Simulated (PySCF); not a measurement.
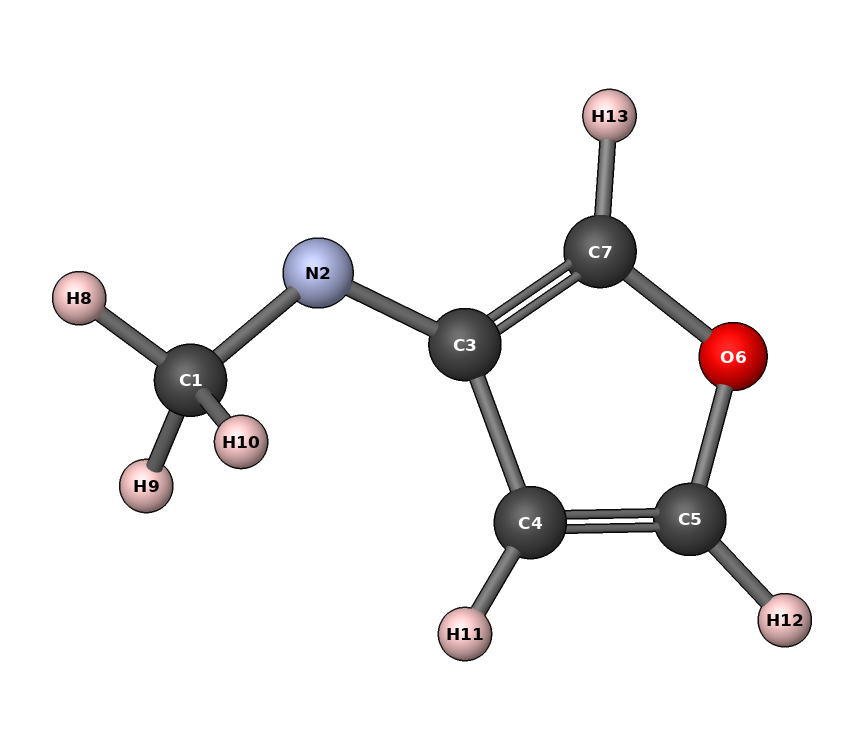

The questions are on Mulliken spin populations. Charge 0, doublet. Computed geometry: GFN2-xTB optimisation. No frequency run is at hand to confirm it as a minimum. Method: UKS B3LYP, pcH-1 on C H N O, non-relativistic (PySCF 2.14.0).

Which atom carries the largest spin population?

N2 (0.60 e).

Which atom has the lowest spin population?

C3 (−0.16 e); a negative value comes from spin polarisation.

List the Mulliken spin populations.

```csv
atom,value (e)
C1,−0.05
N2,0.60
C3,−0.16
C4,0.07
C5,−0.02
O6,0.03
C7,0.48
H8,0.00
H9,0.04
H10,0.04
H11,0.00
H12,0.00
H13,−0.02
```

Mulliken values depend strongly on the basis set.
